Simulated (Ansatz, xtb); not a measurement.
Ligand exchange: CH6Cl2Si2 + CH2ClI → Si2H3Cl3 + C2H5I

Species: CH6Cl2Si2 `C[SiH2][SiH](Cl)Cl`, singlet; CH2ClI (chloroiodomethane) `ClCI`, singlet; Si2H3Cl3 `Cl[SiH2][SiH](Cl)Cl`, singlet; C2H5I (iodoethane) `CCI`, singlet. The partners trade CH3 for Cl: Si–CH3 and C–Cl bonds give way to Si–Cl and C–CH3.

Shapes, held fixed at every level: PBE0-D4/def2-TZVP. Flexible molecules stand in one conformer, not always the lowest. Programs: Ansatz 0.2.0, xtb 6.7.1. The zero-point and thermal change to 298 K, harmonic and unscaled (PBE0-D4/def2-TZVP), is +5.2 kJ/mol.

```csv
level,kind,ΔH(298 K) (kJ/mol),less CCSD(T)/def2-TZVPP
GFN1-xTB,semi-empirical,-240.1,-117.0
SPW92/def2-TZVPP,LDA,-113.8,+9.3
PBE-D4/def2-TZVPP,GGA,-112.9,+10.2
B3LYP-D4/def2-TZVPP,global hybrid,-120.0,+3.1
wB97M-V/def2-TZVPP,range-separated hybrid,-121.6,+1.5
MP2/def2-SVP,perturbation theory,-132.0,-8.9
MP2/def2-TZVPP,perturbation theory,-126.4,-3.3
CCSD/def2-SVP,coupled cluster or CI,-131.6,-8.5
CCSD(T)/def2-TZVPP,coupled cluster or CI,-123.1,0.0
```

The highest level, CCSD(T)/def2-TZVPP, gives ΔH(298 K) = -123.1 kJ/mol; the levels span -240.1 to -112.9. GFN1-xTB strays far from the other rows. The column of differences is taken from that level and isn't an error. No measured value is set beside it here. For atoms past krypton def2 sets carry core potentials with scalar relativity. Outer-core shells of I are correlated, in sets that cover them unevenly.

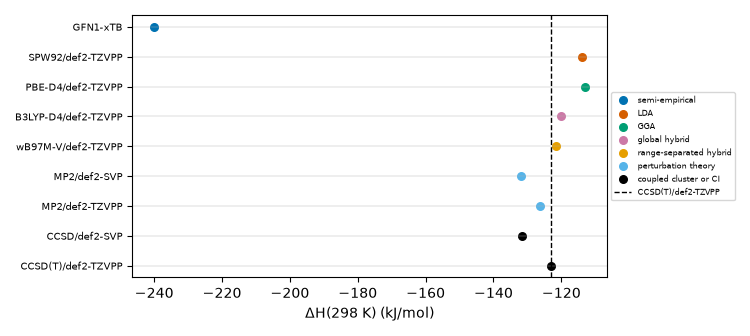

The values of the table, level by level.
